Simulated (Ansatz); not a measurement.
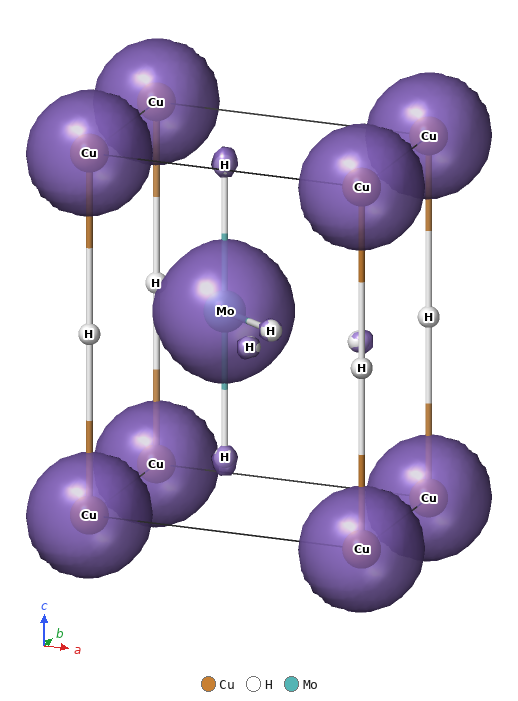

*CuMoH6. Isosurface of the valence charge density (pseudo) at 1.5 e/Å³ (purple), seen slightly off an axis. Sticks mark near contacts.*

Space group P-6m2; a structure generated by program, which may or may not match a known phase; computed without spin polarisation.

These are results of Ansatz 0.2.0, DFT PBE, scalar-relativistic, plane waves, PAW, not measurements.

Which contacts does the surface bridge?

At this value the density breaks into separate islands; it holds about 60 % of the electrons treated as valence (semicore included). It bridges none of the near contacts. It is pinched off along the sampled H–H (0.84 Å), Mo–H (1.66 Å), Cu–H (2.16 Å) and Mo–H (1.74 Å) contacts. On the grid the lowest density along these lines, outside the cores, is 1.3 e/Å³ (H–H, 0.84 Å), 0.93 e/Å³ (Mo–H, 1.66 Å), 0.22 e/Å³ (Cu–H, 2.16 Å) and 0.65 e/Å³ (Mo–H, 1.74 Å).
